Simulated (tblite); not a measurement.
## C4H8N2Si2: geometry relaxation (part 1 of 2)

The run: geometry relaxation of C4H8N2Si2. Method and program: GFN2-xTB geometry optimisation, gas phase (tblite 0.8.0).

It belongs to a series of runs on one base structure; here: constitutional isomer.

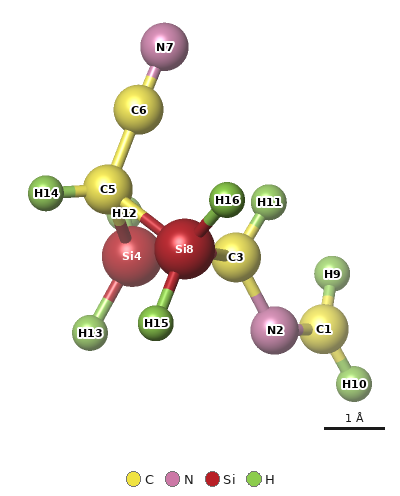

*The input geometry (ball-and-stick view, seen at a tilt; atoms are numbered from 1 in the order of the input).*

**Input file**
```
{"job": {"kind": "relax", "xc": "GFN2-xTB", "basis": "xTB"}, "charge": 0, "multiplicity": 1}
C      2.665500     0.423200    -0.983800
N      1.971200    -0.112000    -0.041500
C      0.620000     0.294800     0.035700
Si    -0.497700    -0.988900    -0.787200
C     -1.776100    -0.402600     0.476000
C     -2.323400     0.877200     0.059800
N     -2.733900     1.905000    -0.269600
Si    -0.307400    -0.109800     1.606600
H      2.187400     1.132400    -1.652800
H      3.698900     0.132800    -1.059400
H      0.389300     1.310900    -0.333300
H     -0.922000    -0.667900    -2.137200
H     -0.100900    -2.379000    -0.553300
H     -2.499800    -1.164500     0.779600
H      0.151000    -1.280200     2.338200
H     -0.529600     1.037500     2.510700
```

The first line tells a small driver script what to run in tblite; the rest is the geometry in Å.

Run on 1 CPU thread, shared host.

Launched with:
```bash
OMP_NUM_THREADS=1 python <driver script> task.json out
```

**Log**
```
step      E/eV     max force
  0    -593.78646    2.528
  1    -593.93295    2.380
  2    -594.00441    1.362
  3    -594.03813    2.267
  4    -594.12499    0.767
  5    -594.17149    0.352
  6    -594.18206    0.272
  7    -594.19328    0.202
  8    -594.20135    0.193
  9    -594.20791    0.166
 10    -594.21192    0.198
 11    -594.21608    0.232
 12    -594.22127    0.237
 13    -594.22739    0.201
 14    -594.23310    0.214
 15    -594.23763    0.149
 16    -594.24140    0.146
 17    -594.24481    0.131
 18    -594.24816    0.159
 19    -594.25220    0.165
 20    -594.25726    0.231
 21    -594.26297    0.235
 22    -594.26865    0.174
 23    -594.27424    0.182
 24    -594.28068    0.255
 25    -594.28826    0.276
 26    -594.29574    0.221
 27    -594.30183    0.202
 28    -594.30700    0.211
 29    -594.31217    0.227
 30    -594.31702    0.215
 31    -594.32052    0.296
 32    -594.32300    0.197
 33    -594.32624    0.150
 34    -594.32939    0.119
 35    -594.33135    0.125
 36    -594.33378    0.155
 37    -594.33578    0.105
 38    -594.33757    0.121
 39    -594.33961    0.149
 40    -594.34238    0.233
 41    -594.34654    0.273
 42    -594.35107    0.205
 43    -594.35417    0.165
 44    -594.35590    0.169
 45    -594.35744    0.156
 46    -594.35931    0.158
 47    -594.36204    0.153
 48    -594.36363    0.117
 49    -594.36469    0.107
 50    -594.36603    0.085
 51    -594.36768    0.176
 52    -594.36902    0.061
 53    -594.36961    0.196
 54    -594.37004    0.072
 55    -594.37041    0.056
 56    -594.37102    0.072
 57    -594.37153    0.074
 58    -594.37200    0.057
 59    -594.37222    0.029
 60    -594.37236    0.030
 61    -594.37250    0.038
 62    -594.37273    0.046
 63    -594.37309    0.045
 64    -594.37356    0.051
 65    -594.37402    0.065
 66    -594.37435    0.062
 67    -594.37462    0.058
 68    -594.37491    0.048
 69    -594.37528    0.045
 70    -594.37569    0.057
 71    -594.37614    0.061
 72    -594.37671    0.071
 73    -594.37751    0.102
 74    -594.37851    0.112
 75    -594.37953    0.082
 76    -594.38030    0.072
 77    -594.38077    0.058
 78    -594.38111    0.048
 79    -594.38142    0.091
 80    -594.38170    0.064
 81    -594.38209    0.102
 82    -594.38257    0.095
 83    -594.38329    0.075
 84    -594.38376    0.074
 85    -594.38441    0.123
 86    -594.38498    0.113
 87    -594.38559    0.109
 88    -594.38613    0.093
 89    -594.38670    0.075
 90    -594.38727    0.081
 91    -594.38799    0.161
 92    -594.38870    0.109
 93    -594.38965    0.085
 94    -594.39011    0.054
 95    -594.39052    0.076
 96    -594.39085    0.053
 97    -594.39126    0.071
 98    -594.39185    0.112
 99    -594.39237    0.125
100    -594.39277    0.116
101    -594.39315    0.100
102    -594.39340    0.060
103    -594.39357    0.044
104    -594.39367    0.034
105    -594.39371    0.060
106    -594.39380    0.025
107    -594.39387    0.036
108    -594.39397    0.032
109    -594.39408    0.025
110    -594.39421    0.027
111    -594.39438    0.033
112    -594.39460    0.034
113    -594.39480    0.035
114    -594.39499    0.042
115    -594.39516    0.039
116    -594.39531    0.031
117    -594.39544    0.071
118    -594.39560    0.054
119    -594.39582    0.091
120    -594.39616    0.077
121    -594.39651    0.147
122    -594.39703    0.051
123    -594.39739    0.055
124    -594.39772    0.044
125    -594.39782    0.045
126    -594.39799    0.031
127    -594.39810    0.051
128    -594.39819    0.032
129    -594.39829    0.041
130    -594.39847    0.082
131    -594.39868    0.108
132    -594.39892    0.118
133    -594.39920    0.104
134    -594.39951    0.123
135    -594.39994    0.045
136    -594.40035    0.151
137    -594.40083    0.063
138    -594.40127    0.069
139    -594.40168    0.048
140    -594.40189    0.035
141    -594.40206    0.025
142    -594.40221    0.061
143    -594.40237    0.032
144    -594.40252    0.030
145    -594.40269    0.027
146    -594.40277    0.031
147    -594.40287    0.035
148    -594.40292    0.026
149    -594.40295    0.024
150    -594.40297    0.016
151    -594.40298    0.012
152    -594.40300    0.015
153    -594.40301    0.012
154    -594.40302    0.010
155    -594.40303    0.007
```

**Trajectory as extended XYZ (Å, eV, eV/Å), 14 of the 156 frames kept, from step=0 to step=155**
```
16
Properties=species:S:1:pos:R:3:forces:R:3 step=0 energy=-593.78646
C     2.6655    0.4232   -0.9838   -0.8620  -0.9640   1.6500
N     1.9712   -0.1120   -0.0415    0.9700   1.3050  -1.5210
C     0.6200    0.2948    0.0357    0.9860  -0.1790  -0.1190
Si   -0.4977   -0.9889   -0.7872   -0.4470  -0.4980  -1.3350
C    -1.7761   -0.4026    0.4760   -1.4610   0.3090  -0.2660
C    -2.3234    0.8772    0.0598   -0.2940  -0.4990   0.2220
N    -2.7339    1.9050   -0.2696    0.4380  -0.9990   0.2960
Si   -0.3074   -0.1098    1.6066    0.1480   1.0730   2.2840
H     2.1874    1.1324   -1.6528    0.4050   0.2140  -0.2250
H     3.6989    0.1328   -1.0594   -0.0090   0.1030  -0.2420
H     0.3893    1.3109   -0.3333    0.2440  -0.2230  -0.0900
H    -0.9220   -0.6679   -2.1372    0.0850  -0.1150  -0.3330
H    -0.1009   -2.3790   -0.5533   -0.0050   0.1500  -0.0780
H    -2.4998   -1.1645    0.7796   -0.2590   0.6170  -0.1120
H     0.1510   -1.2802    2.3382   -0.0200  -0.0990  -0.0670
H    -0.5296    1.0375    2.5107    0.0800  -0.1950  -0.0640
16
Properties=species:S:1:pos:R:3:forces:R:3 step=12 energy=-594.22127
C     2.7091    0.4414   -0.9765   -0.0210  -0.0630   0.0800
N     2.0191   -0.0937   -0.0736   -0.0900   0.0050   0.0460
C     0.6489    0.2323    0.0484    0.0630   0.0650  -0.1440
Si   -0.5671   -0.9743   -0.8515    0.0440  -0.0820  -0.0850
C    -1.8129   -0.4344    0.5111   -0.0030   0.0170   0.1040
C    -2.3613    0.8047    0.1070   -0.2240   0.0540  -0.0570
N    -2.7551    1.8242   -0.2460   -0.0090  -0.0520   0.0510
Si   -0.3189   -0.0264    1.6913    0.0940  -0.1060  -0.0380
H     2.3138    1.1761   -1.6829    0.0370   0.1210  -0.0380
H     3.7419    0.1529   -1.0848    0.0420  -0.0130   0.0270
H     0.4239    1.2390   -0.3532    0.0540  -0.0390  -0.0060
H    -0.8938   -0.7070   -2.2455   -0.0230   0.0480  -0.0510
H    -0.1434   -2.3511   -0.6386   -0.0350  -0.1150  -0.0300
H    -2.5993   -1.1193    0.8233    0.0890   0.0610   0.0070
H     0.1065   -1.2467    2.3642   -0.0140  -0.0380   0.0830
H    -0.5190    1.0913    2.5958   -0.0040   0.1360   0.0500
16
Properties=species:S:1:pos:R:3:forces:R:3 step=24 energy=-594.28068
C     2.7849    0.4600   -0.9254    0.0380   0.0010  -0.0060
N     2.0258   -0.1538   -0.1345    0.0950  -0.0900  -0.0350
C     0.6658    0.1763   -0.0219   -0.0190  -0.0600  -0.0800
Si   -0.6167   -0.9998   -0.9002    0.1590   0.0780   0.0270
C    -1.7861   -0.4159    0.5147   -0.0610   0.0480   0.1070
C    -2.4666    0.7649    0.1408   -0.0600  -0.0890   0.0160
N    -2.9873    1.7361   -0.1770   -0.0470   0.0980  -0.0250
Si   -0.2760    0.0059    1.6554    0.1080   0.1320   0.0060
H     2.4846    1.3047   -1.5683    0.0070  -0.1400   0.1720
H     3.8112    0.1275   -0.9933   -0.0160   0.0700  -0.0210
H     0.4563    1.1758   -0.4448   -0.0390   0.1140  -0.0020
H    -0.9307   -0.6432   -2.2797   -0.0550   0.0180  -0.0110
H    -0.3130   -2.4209   -0.7672    0.0040  -0.0070   0.0140
H    -2.4912   -1.1256    0.9241   -0.1940  -0.1640  -0.0180
H     0.0476   -1.1711    2.4584    0.0560  -0.0030  -0.0490
H    -0.4161    1.1880    2.5073    0.0230  -0.0060  -0.0940
16
Properties=species:S:1:pos:R:3:forces:R:3 step=36 energy=-594.33378
C     2.8603    0.4348   -0.8260   -0.0120  -0.0260   0.0530
N     2.0341   -0.2777   -0.2018   -0.0140   0.0040  -0.0770
C     0.6859    0.1255   -0.1159    0.0580   0.1090   0.0930
Si   -0.6684   -0.9814   -0.9300   -0.0470   0.0140  -0.0210
C    -1.8053   -0.4209    0.5390   -0.0020  -0.0470  -0.0430
C    -2.6029    0.6951    0.1974    0.0200  -0.0130   0.0110
N    -3.2167    1.6190   -0.0970   -0.0090   0.0030   0.0070
Si   -0.2431    0.0662    1.5821    0.0860  -0.0200  -0.0250
H     2.6061    1.3854   -1.3130   -0.0050  -0.0160   0.0250
H     3.8871    0.1124   -0.8997    0.0010  -0.0580   0.0390
H     0.5572    1.1485   -0.5274   -0.0660  -0.0110  -0.0290
H    -1.0551   -0.5524   -2.2674   -0.0490  -0.0170  -0.0770
H    -0.4467   -2.4200   -0.8335    0.0490  -0.0010  -0.0240
H    -2.4460   -1.1989    0.9508    0.0100   0.0300   0.0490
H     0.1190   -1.0642    2.4340    0.0250   0.0430  -0.0070
H    -0.2733    1.3375    2.2973   -0.0440   0.0060   0.0260
16
Properties=species:S:1:pos:R:3:forces:R:3 step=48 energy=-594.36363
C     2.9062    0.3749   -0.7037    0.0140   0.0120  -0.0080
N     1.9720   -0.3588   -0.2957    0.0600   0.0670  -0.0350
C     0.6568    0.1448   -0.2364    0.0070   0.0170  -0.0120
Si   -0.7444   -0.9458   -1.0003    0.0450  -0.0060   0.0280
C    -1.7933   -0.4363    0.5545   -0.0230  -0.0070   0.0110
C    -2.6813    0.6268    0.2661   -0.0390  -0.0360  -0.0020
N    -3.3869    1.4934    0.0038    0.0470  -0.0070   0.0290
Si   -0.1981    0.1366    1.4980   -0.0290   0.0110  -0.0150
H     2.7711    1.4129   -1.0300   -0.0320   0.0250  -0.0210
H     3.9121   -0.0106   -0.7442    0.0110  -0.1090   0.0400
H     0.5951    1.1724   -0.6458    0.0020   0.0120  -0.0260
H    -1.2456   -0.5253   -2.3069   -0.0090   0.0120   0.0350
H    -0.4403   -2.3722   -0.9512   -0.0100  -0.0030  -0.0100
H    -2.3542   -1.2368    1.0337   -0.0150  -0.0090  -0.0150
H     0.2753   -0.9097    2.3989   -0.0050   0.0050  -0.0220
H    -0.2522    1.4427    2.1478   -0.0230   0.0150   0.0250
16
Properties=species:S:1:pos:R:3:forces:R:3 step=60 energy=-594.37236
C     2.9215    0.3540   -0.6772    0.0170   0.0070  -0.0190
N     1.9469   -0.3438   -0.3054   -0.0140  -0.0120   0.0110
C     0.6418    0.1897   -0.2704    0.0050  -0.0050   0.0010
Si   -0.7471   -0.9378   -1.0066   -0.0060   0.0150  -0.0020
C    -1.7940   -0.4645    0.5590    0.0030   0.0070   0.0070
C    -2.6937    0.5913    0.2847   -0.0020  -0.0090   0.0230
N    -3.3892    1.4732    0.0497   -0.0270   0.0100  -0.0100
Si   -0.2063    0.1712    1.4714    0.0080  -0.0020   0.0060
H     2.8442    1.4013   -0.9946   -0.0070  -0.0120  -0.0220
H     3.9037   -0.0934   -0.6905    0.0040  -0.0030   0.0190
H     0.5977    1.2090   -0.6998    0.0070  -0.0050   0.0110
H    -1.3073   -0.5131   -2.2866    0.0100   0.0080  -0.0050
H    -0.4106   -2.3573   -0.9816    0.0050   0.0100  -0.0030
H    -2.3376   -1.2723    1.0449    0.0110  -0.0130  -0.0060
H     0.3238   -0.8645    2.3518    0.0010  -0.0030   0.0020
H    -0.3014    1.4661    2.1398   -0.0140   0.0060  -0.0120
16
Properties=species:S:1:pos:R:3:forces:R:3 step=72 energy=-594.37671
C     2.9356    0.3169   -0.6647    0.0080   0.0020  -0.0480
N     1.9429   -0.3490   -0.2818    0.0160   0.0320   0.0490
C     0.6480    0.2104   -0.2781   -0.0200   0.0020  -0.0040
Si   -0.7513   -0.8980   -1.0209    0.0060  -0.0170   0.0070
C    -1.7900   -0.4718    0.5620   -0.0300   0.0200  -0.0070
C    -2.7341    0.5531    0.3156    0.0060   0.0390   0.0350
N    -3.4598    1.4173    0.1044    0.0180  -0.0690   0.0020
Si   -0.2075    0.1950    1.4613   -0.0200   0.0330  -0.0330
H     2.8832    1.3444   -1.0472   -0.0260  -0.0120   0.0310
H     3.9129   -0.1390   -0.6237    0.0030  -0.0330  -0.0180
H     0.6311    1.2262   -0.7152    0.0100   0.0040   0.0040
H    -1.3167   -0.4557   -2.2909   -0.0010   0.0250  -0.0170
H    -0.4097   -2.3141   -1.0191    0.0160  -0.0460  -0.0190
H    -2.2927   -1.3072    1.0466    0.0040   0.0080  -0.0260
H     0.3508   -0.8216    2.3448   -0.0030   0.0080   0.0230
H    -0.3504    1.5019    2.0957    0.0140   0.0030   0.0200
```
